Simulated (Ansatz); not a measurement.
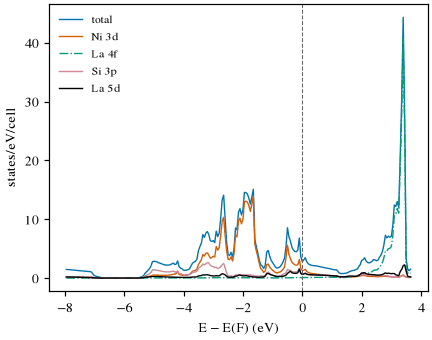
*Total and projected density of states of LaSi2Ni2 in space group I4/mmm (No. 139; La on 2a, Si on 4e, Ni on 4d), DFT-r²SCAN in the program Ansatz with PAW potentials*

Question: Which orbitals carry the states next to the Fermi level?

Answer: Within 0.5 eV of the Fermi level: Ni 3d 48 %, Si 3p 22 %, La 5d 19 %. Projections are on Löwdin-orthogonalised atomic valence shells; empty p or d shells of many metals are not among them.

Question: Where is the tallest occupied peak in this window, and what makes it?

Answer: Near -1.6 eV, about 15 states/eV per cell; the largest projected share is Ni 3d.

The workflow started from a Materials Project entry (that database holds measured and hypothetical structures alike); the Crystallography Open Database files this formula in space group No. 139, but the cells were not matched. Its standing as an ambient phase is unchecked. Symmetry was held in the r²SCAN relaxation; its stability against distortions is not shown here. The run is not spin-polarised. Spin–orbit coupling is left out wherever it is not named.

Potentials: the earlier of the program's two PAW sets.
